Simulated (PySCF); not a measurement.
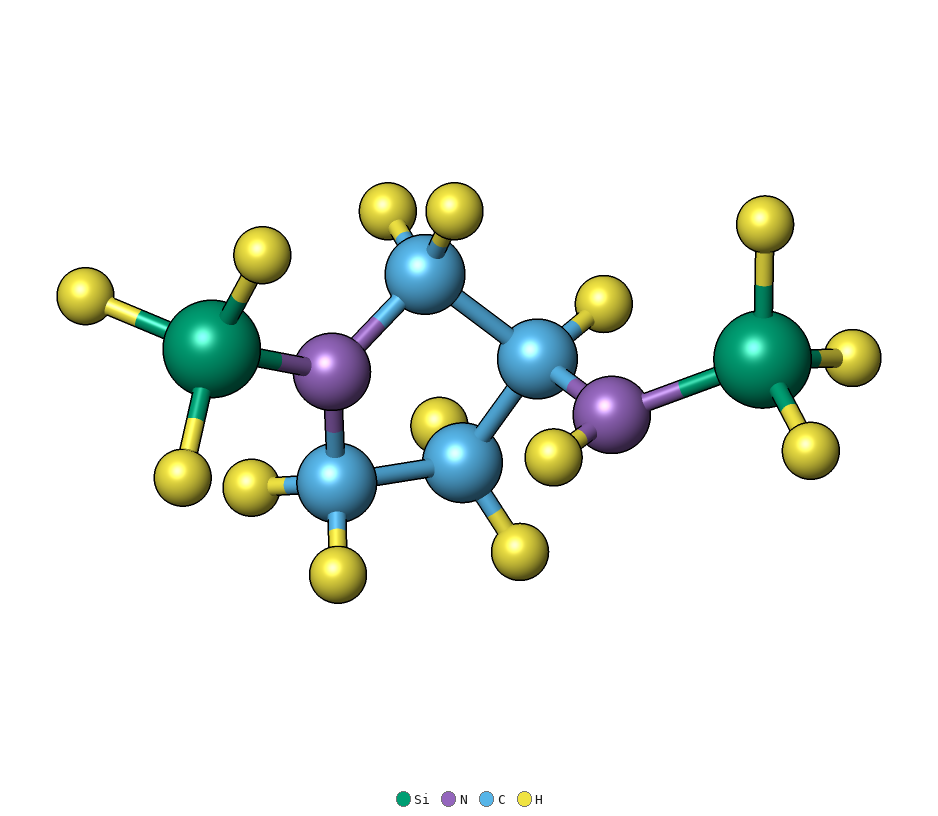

Figure made from data computed with PySCF.

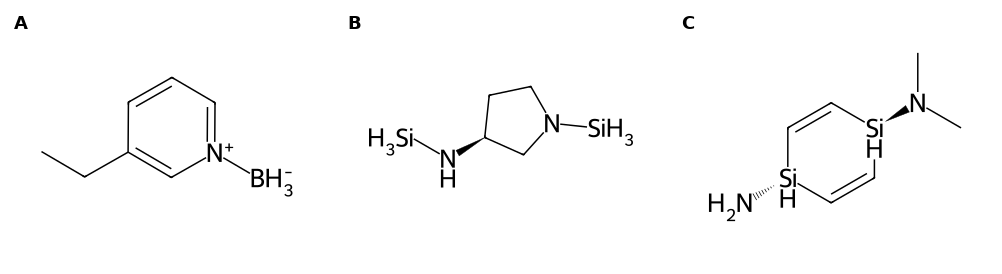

Question: The first picture shows one of the molecules drawn in the second. Which?

Answer: B, `[SiH3]N[C@H]1CCN([SiH3])C1`.
